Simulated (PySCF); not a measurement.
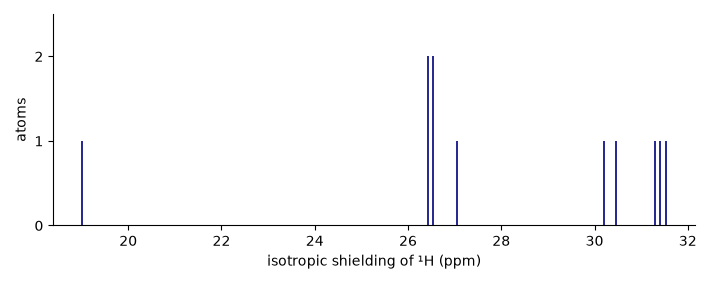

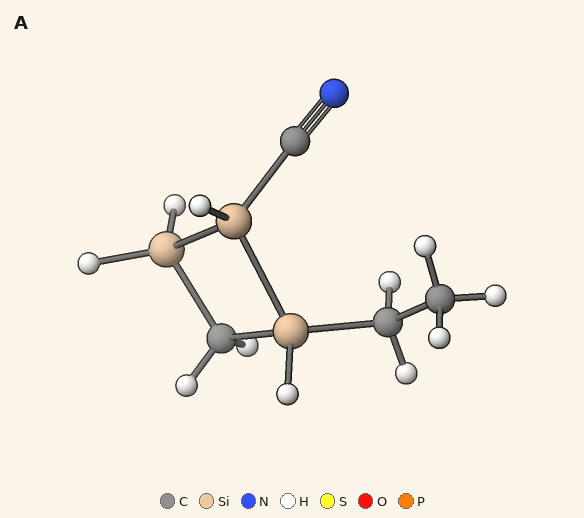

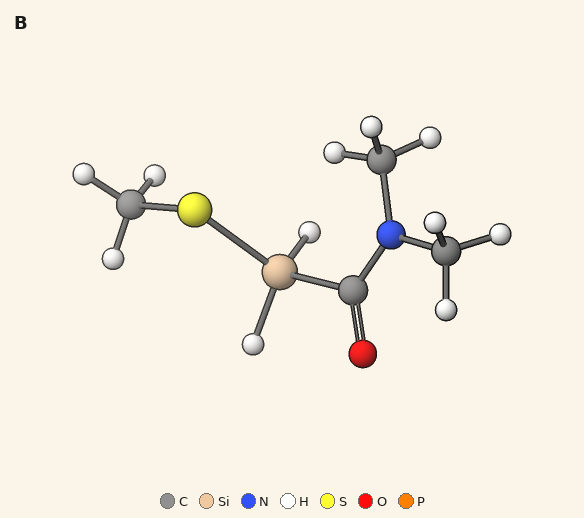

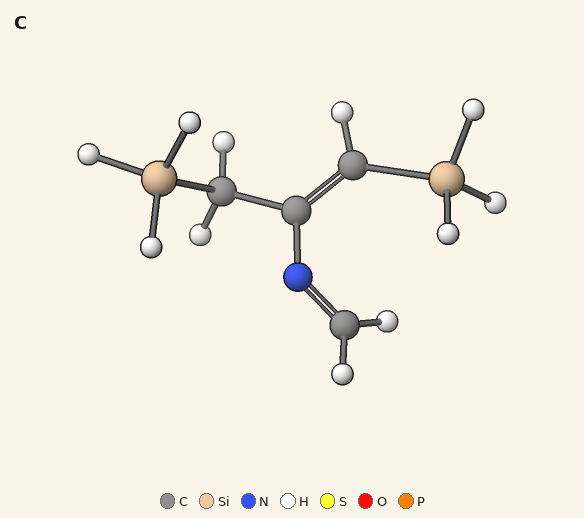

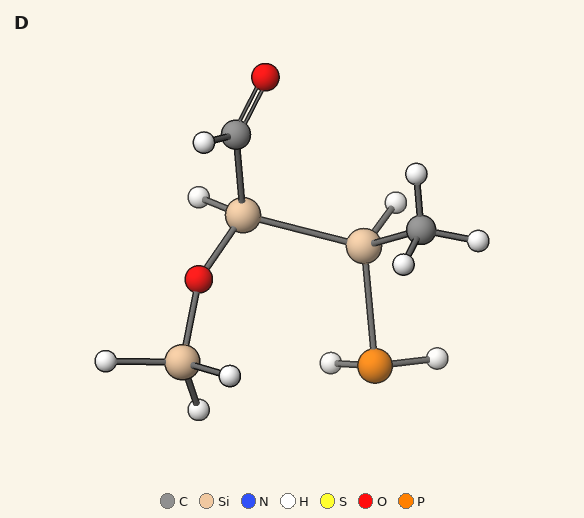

The sticks are computed shieldings of one of the molecules, for one fixed geometry (GFN2-xTB) without averaging over rotations. Low shielding means a high chemical shift. Method: GIAO PBE0/pcSseg-1 NMR shielding, non-relativistic, gas phase (PySCF 2.14.0).

Which molecule gives this pattern?

Answer. D, `C[Si@@H](P)[Si@H](C=O)O[SiH3]`. Its 11 H atoms give lines at 19.02, 26.44 (2 atoms), 26.53 (2 atoms), 27.04, 30.21, 30.47, 31.31, 31.40, 31.52 ppm.

The geometry is semi-empirical. Around P, Si such bond lengths and angles can be off by a tenth of an ångström or more and by several degrees, and values that hang on the shape move with them.
